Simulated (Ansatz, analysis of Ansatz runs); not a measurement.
# Migration in MgH2 (P4_2/mnm): Mg_i by the interstitialcy path, charge +2

Wanted: path and barrier of a jump of Mg in MgH2 (P4_2/mnm) at charge +2. The case: Mg_i by the interstitialcy path, in a cell of 72 host atoms with 1 Mg put in.

Calculated with Ansatz 0.2.0; plane-wave PAW DFT, r2SCAN; nudged elastic band between two relaxed defect structures at fixed charge in a uniform background.

### 1. The starting structure

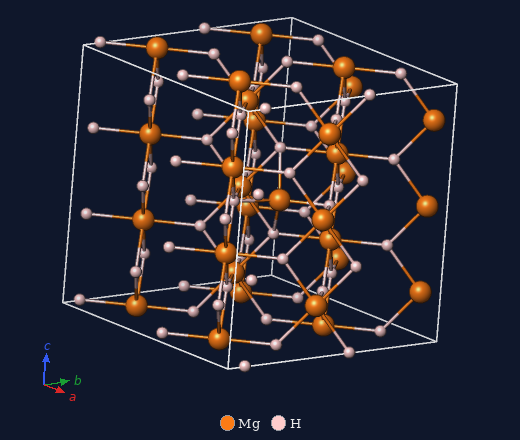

The cell as given, slightly off an axis (magnesium orange, hydrogen pink). Bonds to atoms that aren't drawn are left out. Some periodic images of atoms are drawn too.

The cell holds 73 atoms: 25 Mg and 48 H. Cell: a = 8.970 Å, b = 8.970 Å, c = 8.990 Å, α = 90.0°, β = 90.0°, γ = 90.0°. It derives from MgH2 (space group P4_2/mnm). Nearest the centre at fractional (0.345, 0.269, 0.830): Mg73 at 0.87 Å, Mg13 at 0.87 Å, H16 at 1.62 Å, H15 at 1.63 Å, H3 at 1.68 Å, H17 at 2.50 Å, H18 at 2.52 Å, H5 at 2.54 Å. The cell carries charge +2.

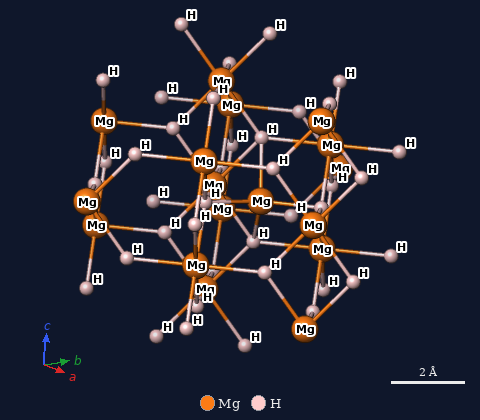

The atoms within 5 Å of the centre.

The cell's shortest repeat is 9.0 Å.

### 2. Relaxation of the start point, charge +2

The ends come first: from an unrelaxed start the top is counted from too high an energy, and the barrier comes out too low. Small random displacements break the symmetry of the ideal sites, so that the defect can distort if it gains by it. The charge of +2 is set by the electron count, and a uniform background keeps the cell neutral.

Input file qp2.start/input.yaml:

```yaml
crystal:
  lattice:
    - [8.97000988, 0.0, 0.0]
    - [0.0, 8.97000988, 0.0]
    - [0.0, 0.0, 8.98962369]
  atoms:
    - { symbol: Mg, position: [0.25, 0.25, 0.16666667] }
    - { symbol: Mg, position: [0.0, 0.0, 0.0] }
    - { symbol: H, position: [0.34769609, 0.34769609, 0.0] }
    - { symbol: H, position: [0.40230391, 0.09769609, 0.16666667] }
    - { symbol: H, position: [0.15230391, 0.15230391, 0.0] }
    - { symbol: H, position: [0.09769609, 0.40230391, 0.16666667] }
    - { symbol: Mg, position: [0.25, 0.25, 0.5] }
    - { symbol: Mg, position: [0.0, 0.0, 0.33333333] }
    - { symbol: H, position: [0.34769609, 0.34769609, 0.33333333] }
    - { symbol: H, position: [0.40230391, 0.09769609, 0.5] }
    - { symbol: H, position: [0.15230391, 0.15230391, 0.33333333] }
    - { symbol: H, position: [0.09769609, 0.40230391, 0.5] }
    - { symbol: Mg, position: [0.25, 0.25, 0.83333333] }
    - { symbol: Mg, position: [0.0, 0.0, 0.66666667] }
    - { symbol: H, position: [0.34769609, 0.34769609, 0.66666667] }
    - { symbol: H, position: [0.40230391, 0.09769609, 0.83333333] }
    - { symbol: H, position: [0.15230391, 0.15230391, 0.66666667] }
    - { symbol: H, position: [0.09769609, 0.40230391, 0.83333333] }
    - { symbol: Mg, position: [0.25, 0.75, 0.16666667] }
    - { symbol: Mg, position: [0.0, 0.5, 0.0] }
    - { symbol: H, position: [0.34769609, 0.84769609, 0.0] }
    - { symbol: H, position: [0.40230391, 0.59769609, 0.16666667] }
    - { symbol: H, position: [0.15230391, 0.65230391, 0.0] }
    - { symbol: H, position: [0.09769609, 0.90230391, 0.16666667] }
    - { symbol: Mg, position: [0.25, 0.75, 0.5] }
    - { symbol: Mg, position: [0.0, 0.5, 0.33333333] }
    - { symbol: H, position: [0.34769609, 0.84769609, 0.33333333] }
    - { symbol: H, position: [0.40230391, 0.59769609, 0.5] }
    - { symbol: H, position: [0.15230391, 0.65230391, 0.33333333] }
    - { symbol: H, position: [0.09769609, 0.90230391, 0.5] }
    - { symbol: Mg, position: [0.25, 0.75, 0.83333333] }
    - { symbol: Mg, position: [0.0, 0.5, 0.66666667] }
    - { symbol: H, position: [0.34769609, 0.84769609, 0.66666667] }
    - { symbol: H, position: [0.40230391, 0.59769609, 0.83333333] }
    - { symbol: H, position: [0.15230391, 0.65230391, 0.66666667] }
    - { symbol: H, position: [0.09769609, 0.90230391, 0.83333333] }
    - { symbol: Mg, position: [0.75, 0.25, 0.16666667] }
    - { symbol: Mg, position: [0.5, 0.0, 0.0] }
    - { symbol: H, position: [0.84769609, 0.34769609, 0.0] }
    - { symbol: H, position: [0.90230391, 0.09769609, 0.16666667] }
    - { symbol: H, position: [0.65230391, 0.15230391, 0.0] }
    - { symbol: H, position: [0.59769609, 0.40230391, 0.16666667] }
    - { symbol: Mg, position: [0.75, 0.25, 0.5] }
    - { symbol: Mg, position: [0.5, 0.0, 0.33333333] }
    - { symbol: H, position: [0.84769609, 0.34769609, 0.33333333] }
    - { symbol: H, position: [0.90230391, 0.09769609, 0.5] }
    - { symbol: H, position: [0.65230391, 0.15230391, 0.33333333] }
    - { symbol: H, position: [0.59769609, 0.40230391, 0.5] }
    - { symbol: Mg, position: [0.75, 0.25, 0.83333333] }
    - { symbol: Mg, position: [0.5, 0.0, 0.66666667] }
    - { symbol: H, position: [0.84769609, 0.34769609, 0.66666667] }
    - { symbol: H, position: [0.90230391, 0.09769609, 0.83333333] }
    - { symbol: H, position: [0.65230391, 0.15230391, 0.66666667] }
    - { symbol: H, position: [0.59769609, 0.40230391, 0.83333333] }
    - { symbol: Mg, position: [0.75, 0.75, 0.16666667] }
    - { symbol: Mg, position: [0.5, 0.5, 0.0] }
    - { symbol: H, position: [0.84769609, 0.84769609, 0.0] }
    - { symbol: H, position: [0.90230391, 0.59769609, 0.16666667] }
    - { symbol: H, position: [0.65230391, 0.65230391, 0.0] }
    - { symbol: H, position: [0.59769609, 0.90230391, 0.16666667] }
    - { symbol: Mg, position: [0.75, 0.75, 0.5] }
    - { symbol: Mg, position: [0.5, 0.5, 0.33333333] }
    - { symbol: H, position: [0.84769609, 0.84769609, 0.33333333] }
    - { symbol: H, position: [0.90230391, 0.59769609, 0.5] }
    - { symbol: H, position: [0.65230391, 0.65230391, 0.33333333] }
    - { symbol: H, position: [0.59769609, 0.90230391, 0.5] }
    - { symbol: Mg, position: [0.75, 0.75, 0.83333333] }
    - { symbol: Mg, position: [0.5, 0.5, 0.66666667] }
    - { symbol: H, position: [0.84769609, 0.84769609, 0.66666667] }
    - { symbol: H, position: [0.90230391, 0.59769609, 0.83333333] }
    - { symbol: H, position: [0.65230391, 0.65230391, 0.66666667] }
    - { symbol: H, position: [0.59769609, 0.90230391, 0.83333333] }
    - { symbol: Mg, position: [0.440462, 0.288248, 0.826402] }
total_charge: 2
basis:
  ecutwfc: 500
  xc_grid: 2
hamiltonian:
  xc: r2scan
kpoints:
  mp_grid: { grid: [1, 1, 1] }
scf:
  occupations: { method: fixed }
  max_iter: 60
output:
  forces: true
relax:
  f_tol: 0.02
  max_steps: 70
  random_displacement: { amplitude: 0.03, seed: 9555 }
```

Started as:

```
ansatz run input.yaml --threads 4 --pin off --max-ram 7536MiB --backend cpu --events-out ev --progress --plain --runs-dir out
```

Numbers of over 12 decimals in the logs are rounded to 6 here.

Output:

```text
[... repeated set-up lines and file paths are left out, and long positions are rounded to six places ...]
The last accepted step is kept in <dir> (removed where the run ends without a failure and the disk answers)
Engine: ansatz 0.2.0, aarch64-unknown-linux-gnu
Pseudopotentials: kind: paw
Pseudopotential: Mg, paw, valence charge 10, recommended cutoff 500 eV (meta_gga), Mg.paw.azcp
Pseudopotential: H, paw, valence charge 1, recommended cutoff 500 eV (meta_gga), H.paw.azcp
Functional definition: r2SCAN
  parameter k0 = 0.174
  parameter k1 = 0.065
  parameter a1 = 4.9479
  exchange = r2scan_x(k0 = k0, k1 = k1, a1 = a1)
  correlation = r2scan_c
Crystal: 73 atoms, lattice volume = 723.315 Å³
Basis set: ecut = 500 eV, 18333 PW (Γ), exchange–correlation on 144×144×144 points (8 copies of the dense FFT grid, shifted against one another)
Bands: 221, of which v1, the nominal top of the filled ones, is band 148 counted from 1 (147 counted from 0)
Symmetry: 1 space group operations
k-points: 1
Non-local potential: Mg, projectors of the file, l = 0: 3, l = 1: 2, l = 2: 1
Non-local potential: H, projectors of the file, l = 0: 2, l = 1: 1
PAW form: soft (Blöchl's): semilocal exchange-correlation on the pseudo side does not see the compensation charge
PAW frozen core: Mg, regenerated for the run's functional (the file was generated under x = pbe(κ = 0.804, μ = 0.219515), c = pbe(β = 0.066725))
PAW one-centre angular grid: Mg, 302 points (default); XC on 224 Gauss nodes
PAW one-centre angular grid: H, 302 points (default); XC on 160 Gauss nodes
Initial density: superposition of atomic densities (neutral atoms scaled as one to the charged cell's electrons: chi_scale 0, normalization atom), corrected by the library's trained network
Initial wavefunctions: pseudopotential atomic-orbital guess
Functional: x = r2scan, c = r2scan; τ floored in thin density (d = 2e-4 eV/Å³)
SCF iter   1: F=—  HF=-48945.241065 eV  |F-HF|=—  |Δ(HF+E_count)|=         —  Δρ=2.15e-2  dr2=1.96e0  dr2_τ=1.06e-1  ethr=1.77e-3  ⟨swp⟩=6.0  Hψ=631  notcnv=0  defer=69
preconditioner: auto → Resta (q_TF=auto, 2.351 Å⁻¹)  ε∞=2.4  [insulator: Δε(μ)=4.244 eV  Ē_g=11.349 eV  n_scr=170 (ndim 8)  ℏωp=13.5 eV  f_vac=0.000  ε∞_Penn≈2.4]
SCF iter   2: F=—  HF=-48945.082184 eV  |F-HF|=—  |Δ(HF+E_count)|=   1.59e-1  Δρ=9.28e-3  dr2=4.45e-1  dr2_τ=8.35e-3  ethr=6.61e-4  ⟨swp⟩=2.0  Hψ=346  notcnv=0  defer=67
SCF iter   3: F=—  HF=-48945.060137 eV  |F-HF|=—  |Δ(HF+E_count)|=   2.20e-2  Δρ=1.64e-3  dr2=1.97e-2  dr2_τ=4.56e-4  ethr=1.50e-4  ⟨swp⟩=3.0  Hψ=282  notcnv=0  defer=40
automatic band count: iteration 3 solves 190 bands in place of 221: the levels show a gap, and the empty bands left out lie too high to hold charge; the band table lists the bands solved (type scf.n_extra_bands for more)
SCF iter   4: F=—  HF=-48945.068232 eV  |F-HF|=—  |Δ(HF+E_count)|=   8.09e-3  Δρ=2.73e-4  dr2=4.96e-4  dr2_τ=1.02e-5  ethr=6.66e-6  ⟨swp⟩=2.0  Hψ=248  notcnv=0  defer=40
SCF iter   5: F=—  HF=-48945.069017 eV  |F-HF|=—  |Δ(HF+E_count)|=   7.85e-4  Δρ=6.75e-5  dr2=2.59e-5  dr2_τ=7.28e-7  ethr=1.68e-7  ⟨swp⟩=2.0  Hψ=302  notcnv=0  defer=40
SCF iter   6: F=-48945.069046 eV  HF=-48945.069046 eV  |F-HF|=2.10e-7  |Δ(HF+E_count)|=   2.83e-5  Δρ=1.06e-5  dr2=4.54e-7  dr2_τ=1.80e-8  ethr=3.38e-9  ⟨swp⟩=4.0  Hψ=607  notcnv=0
SCF 1 converged in 6 iterations: F = -48945.069046 eV  dr2 = 4.54e-7
  greatest PAW one-centre occupation: 1.000 electrons in one spin orbital (limit 2), on the Mg atom at site 72 (counted from 0), in its partial waves of l = 1
relax step   1: F+E_penalty+E_count = -48945.06904586 eV  Δ(F+E_penalty+E_count) = +0.000e0 eV  max|allowed force component| = 1.297e1 eV/Å  Δτ_max = 0.0000 Å  (6 SCF iters, dr2 threshold 1.00e-5 eV, accepted)
[... the SCF cycles and remarks between the steps are left out from here to the last step ...]
relax step   2: F+E_penalty+E_count = -48948.95191577 eV  Δ(F+E_penalty+E_count) = -3.883e0 eV  max|allowed force component| = 7.581e0 eV/Å  Δτ_max = 0.1948 Å  (6 SCF iters, dr2 threshold 1.00e-4 eV, accepted)
relax step   3: F+E_penalty+E_count = -48951.03576853 eV  Δ(F+E_penalty+E_count) = -2.084e0 eV  max|allowed force component| = 3.171e0 eV/Å  Δτ_max = 0.1938 Å  (5 SCF iters, dr2 threshold 1.00e-4 eV, accepted)
relax step   4: F+E_penalty+E_count = -48951.77265765 eV  Δ(F+E_penalty+E_count) = -7.369e-1 eV  max|allowed force component| = 9.569e-1 eV/Å  Δτ_max = 0.1947 Å  (5 SCF iters, dr2 threshold 1.00e-4 eV, accepted)
relax step   5: F+E_penalty+E_count = -48952.02202526 eV  Δ(F+E_penalty+E_count) = -2.494e-1 eV  max|allowed force component| = 3.057e-2 eV/Å  Δτ_max = 0.1999 Å  (6 SCF iters, dr2 threshold 8.34e-5 eV, accepted)
relax step   6: F+E_penalty+E_count = -48952.02202536 eV  Δ(F+E_penalty+E_count) = -1.022e-7 eV  max|allowed force component| = 3.034e-2 eV/Å  Δτ_max = 0.0000 Å  (3 SCF iters, accepted)
SCF iter   1: F=—  HF=-48952.019148 eV  |F-HF|=—  |Δ(HF+E_count)|=         —  Δρ=6.39e-4  dr2=2.00e-3  dr2_τ=3.36e-3  ethr=6.43e-6  ⟨swp⟩=6.0  Hψ=371  notcnv=0  defer=40
automatic band count: iteration 1 solves 190 bands in place of 221: the levels show a gap, and the empty bands left out lie too high to hold charge; the band table lists the bands solved (type scf.n_extra_bands for more)
SCF iter   2: F=—  HF=-48952.022781 eV  |F-HF|=—  |Δ(HF+E_count)|=   3.63e-3  Δρ=3.69e-4  dr2=7.42e-4  dr2_τ=1.47e-5  ethr=6.76e-7  ⟨swp⟩=2.0  Hψ=348  notcnv=0  defer=40
SCF iter   3: F=—  HF=-48952.022754 eV  |F-HF|=—  |Δ(HF+E_count)|=   2.73e-5  Δρ=4.03e-5  dr2=5.11e-6  dr2_τ=6.69e-7  ethr=2.51e-7  ⟨swp⟩=2.0  Hψ=300  notcnv=0  defer=37
SCF iter   4: F=—  HF=-48952.023123 eV  |F-HF|=—  |Δ(HF+E_count)|=   3.69e-4  Δρ=1.49e-5  dr2=1.00e-6  dr2_τ=3.73e-8  ethr=1.73e-9  ⟨swp⟩=2.0  Hψ=301  notcnv=0  defer=36
SCF iter   5: F=-48952.023124 eV  HF=-48952.023124 eV  |F-HF|=1.45e-8  |Δ(HF+E_count)|=   1.10e-6  Δρ=1.90e-6  dr2=1.86e-8  dr2_τ=6.96e-10  ethr=3.38e-11  ⟨swp⟩=3.0  Hψ=754  notcnv=0
SCF 7 converged in 5 iterations: F = -48952.023124 eV  dr2 = 1.86e-8
relax step   7: F+E_penalty+E_count = -48952.02312429 eV  Δ(F+E_penalty+E_count) = -1.099e-3 eV  max|allowed force component| = 4.306e-3 eV/Å  Δτ_max = 0.0160 Å  (5 SCF iters, accepted)
SCF converged after 5 iterations
the last check of whether an eigenvalue changes by more than its tolerance under the output density was not made (final_scf_spared)
Free energy (F): -48952.023124 eV
Harris-Foulkes:  -48952.023124 eV  (|F-HF|=1.45e-8)
Internal energy: -48952.023124 eV  (E = F + TS)
E sigma→0 (E₀):  -48952.023124 eV
Fermi energy:    1.601654 eV
--- Per-component energies (eV) ---
  E_band       = -9660.265559
  E_kinetic    = 2571.159183
  E_local      = -42787.881956  (includes V_loc(G=0)·N_el)
  E_nonlocal   = 2456.082005
  E_hartree    = 15362.145748
  E_xc         = -1124.377158
  E_vxc        = -1597.458702  (∫ρ·V_xc dr)
  E_paw        = -7430.406862  (= ΣΔE_a)
  E_vpaw       = -1113.594715  (= ΣTr[D̂ρ^β])
  E_aug_tail   = -0.022392  (compensation charges beyond the density's cutoff)
  E_vtau       = 87.161750  (kinetic-family band-sum trace: ∫τ·v_τ [+ j·A + Jᵃ·Aᵃ] dr)
  E_ewald      = -17998.066488
  E_core_change = -0.655204  (= ΣΔE_core)
  E_smearing   = -0.000000  (= −TS)
  E_closure    = 0.000000  (closes the sum)
  E_deformation_potential = 20.960836  (in the stress; not in F)
  Σ components = -48952.023124   (vs F -48952.023124, Δ=0.00e0)
--- Forces (eV/Å), atoms counted from 1 ---
  atom   1  Mg     0.00075182     0.00091592    -0.00041133
  atom   2  Mg    -0.00006195    -0.00234681     0.00007035
  atom   3  H      0.00093479     0.00106514    -0.00130628
  [... 1 atom left out ...]
  atom   5  H     -0.00129554    -0.00121989    -0.00016568
  [... 7 atoms left out ...]
  atom  13  Mg     0.00016718     0.00060727     0.00008691
  [... 1 atom left out ...]
  atom  15  H      0.00131476     0.00135657     0.00102125
  atom  16  H      0.00106615     0.00165371    -0.00006423
  atom  17  H     -0.00109192    -0.00104109     0.00007707
  atom  18  H      0.00039154    -0.00305266     0.00013395
  [... 35 atoms left out ...]
  atom  54  H     -0.00264370    -0.00140043    -0.00025561
  [... 13 atoms left out ...]
  atom  68  Mg    -0.00091210     0.00037059    -0.00041216
  [... 4 atoms left out ...]
  atom  73  Mg     0.00036453     0.00177131     0.00014639
  max |Σ_I F_I| component: 2.53e-3 eV/Å
--- Relaxed structure (7 steps of the walk, 7 accepted, 0 SCFs on fresh bases) ---
  F+E_penalty+E_count = -48952.02312429 eV   max|allowed force component| = 4.306e-3 eV/Å
  atoms:
    - { symbol: Mg, position: [0.252776, 0.246513, 0.167906] }
    - { symbol: Mg, position: [-0.000240, -0.008425, 0.004743] }
    - { symbol: H, position: [0.358339, 0.335824, -0.024261] }
    [... 1 atom left out ...]
    - { symbol: H, position: [0.147735, 0.148145, 0.009168] }
    [... 7 atoms left out ...]
    - { symbol: Mg, position: [0.197673, 0.237258, 0.833198] }
    [... 1 atom left out ...]
    - { symbol: H, position: [0.358322, 0.335811, 0.690677] }
    - { symbol: H, position: [0.389655, 0.080201, 0.833208] }
    - { symbol: H, position: [0.147726, 0.148135, 0.657234] }
    - { symbol: H, position: [0.076283, 0.400294, 0.833193] }
    [... 35 atoms left out ...]
    - { symbol: H, position: [0.609030, 0.421079, 0.833209] }
    [... 13 atoms left out ...]
    - { symbol: Mg, position: [0.497508, 0.526184, 0.660561] }
    [... 4 atoms left out ...]
    - { symbol: Mg, position: [0.499253, 0.250681, 0.833205] }
```

Elapsed: 41 s, on 4 threads of Arm Neoverse V1, shared host; peak memory 1 GiB; 2.6 min of CPU time.

The steps of the relaxation:

```
step  energy less that of the first step (eV)  largest force component (eV/Å)
   1                                   0.0000                         12.9738
   2                                  -3.8829                          7.5805
   3                                  -5.9667                          3.1706
   4                                  -6.7036                          0.9569
   5                                  -6.9530                          0.0306
   6                                  -6.9530                          0.0303
   7                                  -6.9541                          0.0043
```

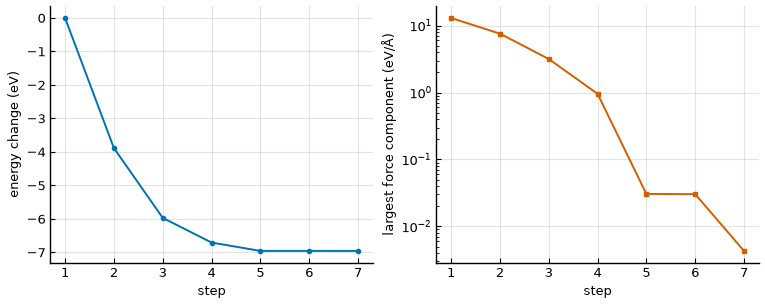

Energy and largest force along the relaxation.

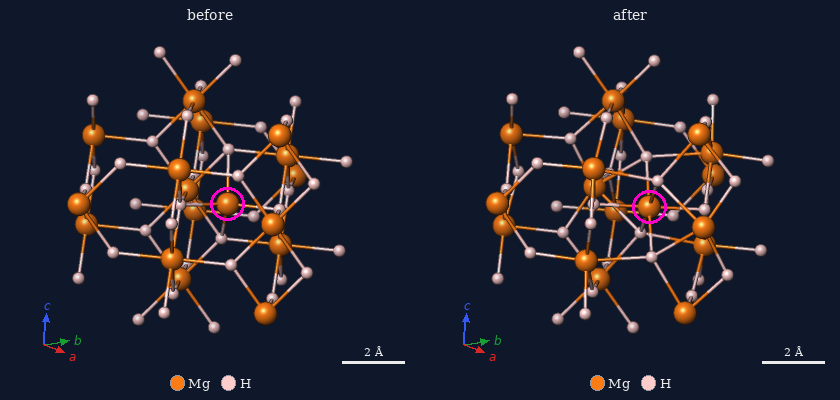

Before and after: the atoms that start within 5 Å of the centre. Mg73, which moves most, is ringed if it is among them.

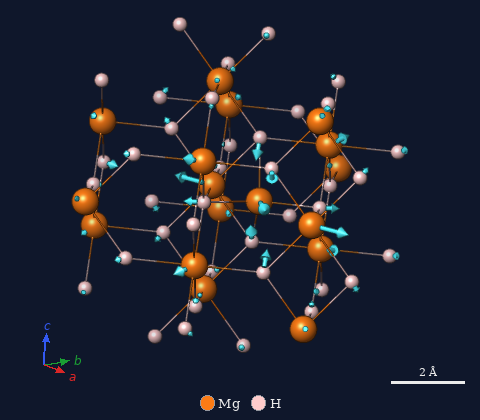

Displacements in the relaxation from the typed sites near the centre, exaggerated, the mean shift taken out; the longest in the cell stands for 0.63 Å.

The atoms that moved most (Å, from the sites as typed, ahead of the random displacement, the mean shift of all atoms taken out):

```
atom      dx      dy      dz  length
Mg73   0.526  -0.339   0.061   0.628
Mg13  -0.471  -0.116  -0.001   0.485
Mg49   0.454   0.124  -0.001   0.471
 H41  -0.109   0.117  -0.218   0.270
 H53  -0.109   0.117   0.216   0.269
  H3   0.094  -0.108  -0.218   0.261
 H15   0.094  -0.108   0.216   0.259
Mg68  -0.024   0.233  -0.055   0.241
```

Neighbours of Mg73 at the end:

```
atom  distance (Å)
 H16         1.818
 H54         1.818
  H3         1.955
 H15         1.955
 H53         1.956
 H41         1.956
Mg49         2.707
Mg13         2.708
```

This step gave:

| Property | Result |
| --- | --- |
| free energy | -48952.0231 eV |
| largest move from the ideal geometry of this structure, a common shift of the far atoms taken out | 0.6316 Å |

The relaxation gained 6.954 eV and ended with a largest force component of 0.0043 eV/Å.

(Part 1 of 3 ends here.)

[Logs are printed without paths, hosts, clocks, repeated set-up lines and the standing remarks that a program may print on its own settings, such as how far it seeks lower states.]

[Hosts, paths, dates, database ids (printed as entryN), source tags and the programs' standing remarks are cut or masked in the printed files.]
